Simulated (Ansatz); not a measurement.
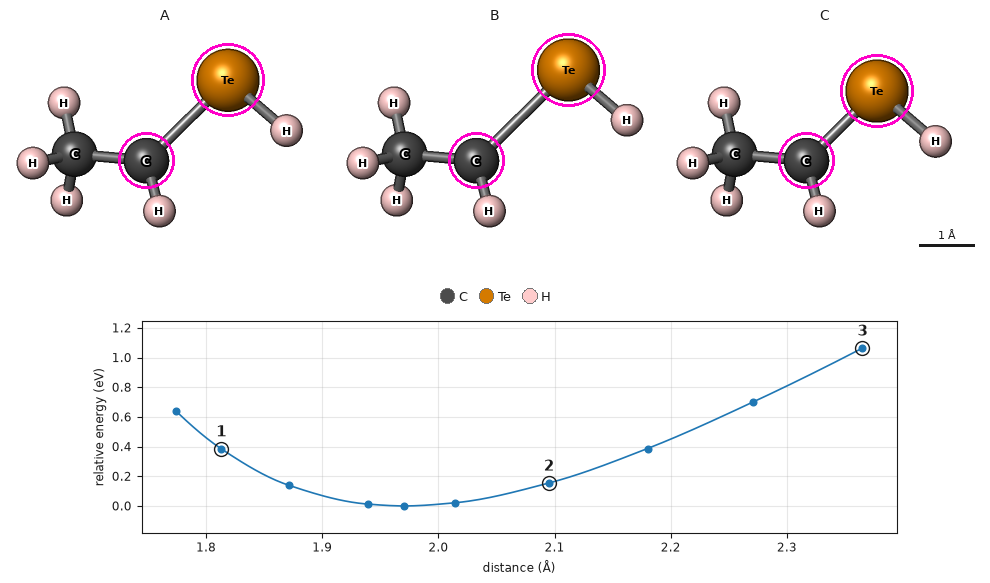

A scan of C$_{2}$H$_{5}$Te (charge +1): the C–Te bond length is varied, with the rest of the molecule carried along rigidly. The frames are shuffled; the numbered points of the plot belong to them. Style: ball-and-stick. Shown at a tilt. The ringed atoms are those of the scanned coordinate.

Computed with Ansatz: PBE0-D4, basis def2-TZVPP, on geometries moved rigidly from the minimum at PBE0-D4/def2-TZVP. Elements past krypton carry the basis set's effective core potentials. Energies are counted from the PBE0-D4/def2-TZVP minimum geometry at the same level.

Q: Match the frames to the points.

A: Point 1 is frame C (the distance 1.813 Å, 0.385 eV); 2 is frame A (the distance 2.095 Å, 0.154 eV); 3 is frame B (the distance 2.365 Å, 1.064 eV). Of the computed points the lowest is at the distance 1.971 Å, 0.000 eV. The end points stand at 0.640 eV (1.774 Å) and 1.064 eV (2.365 Å). The curvature at the lowest point is about 25 eV/Å² (3.9 mdyn/Å). The well is steeper on the short side, as for any bond.
